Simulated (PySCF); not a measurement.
```yaml
atoms:
  - { symbol: Si, position_ang: [2.5119, -0.7598, 0.3737] }
  - { symbol: C, position_ang: [1.3248, 0.0387, -0.8939] }
  - { symbol: C, position_ang: [-0.0686, 0.0923, -0.3958] }
  - { symbol: C, position_ang: [-1.1189, -0.6371, -0.7491] }
  - { symbol: C, position_ang: [-2.3179, -0.2656, 0.0823] }
  - { symbol: N, position_ang: [-1.9390, 0.9786, 0.7613] }
  - { symbol: C, position_ang: [-0.4763, 1.0288, 0.7199] }
  - { symbol: H, position_ang: [2.0013, -2.0791, 0.7434] }
  - { symbol: H, position_ang: [2.6188, 0.0921, 1.5593] }
  - { symbol: H, position_ang: [3.8281, -0.8811, -0.2572] }
  - { symbol: H, position_ang: [1.3556, -0.5288, -1.8251] }
  - { symbol: H, position_ang: [1.6739, 1.0496, -1.1150] }
  - { symbol: H, position_ang: [-1.1575, -1.4086, -1.4963] }
  - { symbol: H, position_ang: [-3.2328, -0.1438, -0.5018] }
  - { symbol: H, position_ang: [-2.5039, -1.0369, 0.8429] }
  - { symbol: H, position_ang: [-2.3146, 1.7655, 0.2421] }
  - { symbol: H, position_ang: [-0.1097, 2.0483, 0.5829] }
  - { symbol: H, position_ang: [-0.0839, 0.6532, 1.6750] }
```

Geometry: GFN2-xTB.

Method: PBE0/pcSseg-1, SCF density, gas phase, non-relativistic (PySCF 2.14.0).

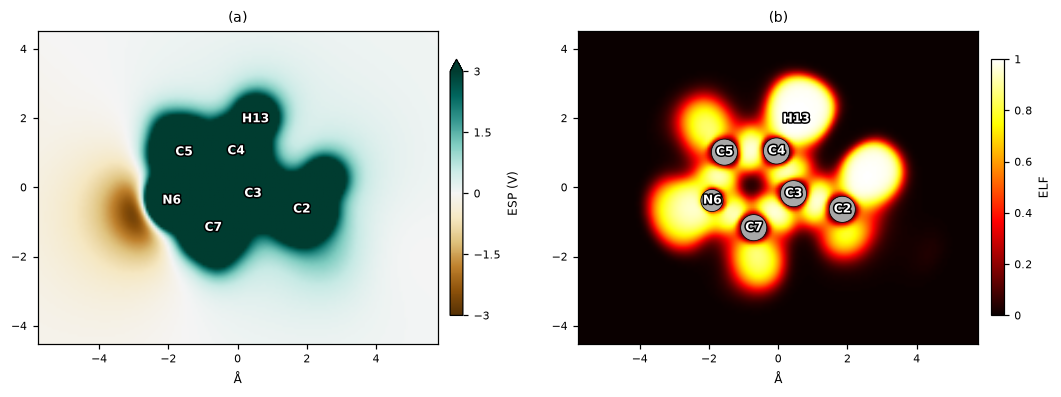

C$_{5}$H$_{11}$NSi (SMILES [SiH3]CC1=CCNC1). (a) electrostatic potential; (b) ELF on the plane of atoms C2, C3 and C4. Grey discs cover the atomic cores in the ELF map.

Interpret the plot.

The plane passes through C, N and H nuclei. C–C (1.33 Å): the ELF peaks at about 0.90 between the atoms: a short, multiple covalent bond. C–N (1.46 Å): the ELF peaks at about 0.95 between the atoms, as expected for a covalent bond. C–C (1.48 Å): the ELF peaks at about 0.95 between the atoms (localised, covalent bonding). C–H (1.07 Å): the ELF climbs to about 1 towards the hydrogen, as it does in any bond to H (a covalent bond by its length). The ELF also peaks beside N6, away from the bonds: lone-pair regions. Outside the dense part of the molecule the potential is most negative (−2.6 V) near N6.
